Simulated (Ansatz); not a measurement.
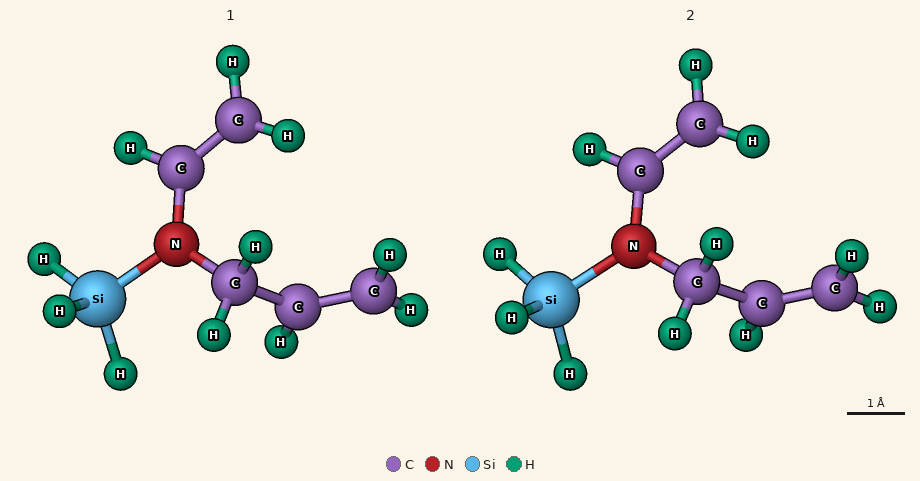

Two geometries of C₅H₁₁NSi (coarse preliminary run), drawn at one scale. One is the start of a relaxation, the other its converged end. Style: ball-and-stick. Shown face on.

Theory: RKS PBE-D4/def2-SVP in Ansatz. Settings: force threshold 0.03 eV/Å; at most 200 steps.

> Which one is relaxed?

Structure 2 is the relaxed one. The start comes from a force field. The energy falls by 9.24 kcal/mol in 6 accepted moves (7 points after the start). The largest force component goes from 3.6 to 0.018 eV/Å. The line search rejected the trial step at point 2 of the run. The largest moves after the best rigid fit, 0.19 Å, are those of H atoms. By element the largest moves are H 0.19 Å, Si 0.12 Å, C 0.09 Å, N 0.08 Å. Near-neighbour distances that change, for instance: C–N 1.403 → 1.464 Å, C–H 1.044 → 1.098 Å, C–C 1.385 → 1.342 Å, H–Si 1.542 → 1.500 Å. Bond angles that change, for instance: H–C–H 123.8° → 116.9°, N–Si–H 105.9° → 111.7°, C–N–C 124.3° → 118.9°. The run took about 60 core-seconds on a shared host.
